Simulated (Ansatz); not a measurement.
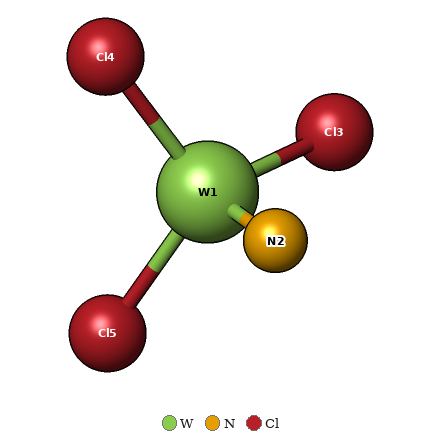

The system is WNCl3; the picture shows the reference structure. First axis: bond length W1–Cl3. Second axis: angle Cl3–W1–N2. Nothing is relaxed (all other coordinates rigid). Grid: 15 × 15 points. All energies are given in kcal/mol relative to the lowest grid point. Method: RHF/def2-SVP (Ansatz).

Its coordinates:

```xyz
5

W     0.0002   -0.0003    0.0353
N     0.0074   -0.0135    1.6492
Cl    2.2075    0.0092   -0.5714
Cl   -1.1114    1.9162   -0.5408
Cl   -1.1037   -1.9115   -0.5723
```

Range: bond length W1–Cl3 from 2.015 to 2.862 Å; angle Cl3–W1–N2 from 70.1 to 140.1°.

### Predict the map.

The lowest grid point is at bond length W1–Cl3 = 2.317 Å, angle Cl3–W1–N2 = 105.1°. It is the only kind of minimum in the scanned range. The highest grid point, bond length W1–Cl3 = 2.015 Å, angle Cl3–W1–N2 = 70.1°, lies 93.5 kcal/mol above the lowest. Round the minimum the two coordinates are nearly uncoupled.

```
angle Cl3–W1–N2 ↓, bond length W1–Cl3 →  2.015  2.075  2.136  2.196  2.257  2.317  2.378  2.438  2.499  2.559  2.620  2.680  2.741  2.801  2.862
                                  140.1   60.4   47.3   37.9   31.7   28.0   26.2   26.0   26.9   28.9   31.6   34.9   38.6   42.6   46.8   51.2
                                  135.1   51.3   38.8   30.0   24.3   21.0   19.6   19.8   21.1   23.5   26.5   30.1   34.0   38.3   42.7   47.3
                                  130.1   43.4   31.4   23.0   17.8   14.9   13.9   14.4   16.1   18.7   22.0   25.8   30.0   34.5   39.2   44.0
                                  125.1   36.7   25.1   17.2   12.4    9.8    9.1    9.9   11.8   14.7   18.2   22.3   26.6   31.4   36.2   41.2
                                  120.1   31.3   20.1   12.5    8.0    5.7    5.3    6.3    8.4   11.5   15.2   19.4   23.9   28.8   33.8   38.9
                                  115.1   27.3   16.4    9.0    4.7    2.6    2.4    3.6    5.9    9.1   12.9   17.3   22.0   27.0   32.0   37.3
                                  110.1   24.8   14.1    6.9    2.7    0.7    0.6    1.9    4.3    7.7   11.6   16.0   20.8   25.8   31.0   36.3
                                  105.1   24.0   13.3    6.1    2.0    0.1    0.0    1.4    3.8    7.1   11.1   15.6   20.4   25.5   30.6   36.0
                                  100.1   25.0   14.3    7.0    2.8    0.8    0.7    2.0    4.4    7.7   11.6   16.1   20.8   25.9   31.1   36.4
                                   95.1   28.3   17.2    9.7    5.3    3.1    2.8    3.9    6.2    9.4   13.2   17.6   22.2   27.3   32.4   37.6
                                   90.1   34.1   22.6   14.6    9.7    7.2    6.5    7.4    9.4   12.3   16.0   20.2   24.7   29.5   34.5   39.7
                                   85.1   42.9   30.6   22.0   16.5   13.4   12.2   12.6   14.2   16.8   20.1   24.0   28.2   32.9   37.6   42.6
                                   80.1   55.4   42.0   32.3   25.9   22.0   20.1   19.8   20.8   22.8   25.7   29.1   33.0   37.3   41.8   46.5
                                   75.1   72.1   57.2   46.1   38.5   33.4   30.5   29.3   29.5   30.8   33.0   35.9   39.2   43.1   47.1   51.4
                                   70.1   93.5   76.6   63.7   54.4   47.8   43.6   41.2   40.4   40.8   42.1   44.2   46.9   50.1   53.7   57.5
```

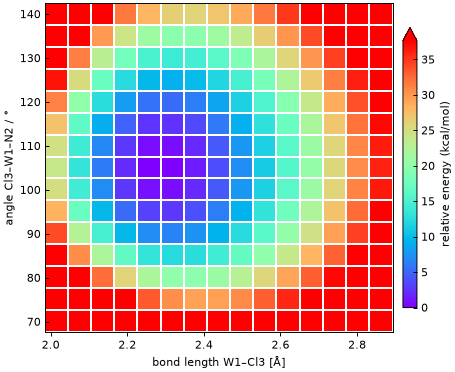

Drawn: one coloured cell a grid point, one colour for all values above the top of the scale.

Each point was launched as `ansatz run input.yaml --threads 1 --pin off --max-ram 2560MiB --backend cpu --events-out ev --progress --plain --runs-dir out`. Time for the 225 points that were run: 9.7 min on 1 thread of Arm Neoverse V2, with other jobs on the host.
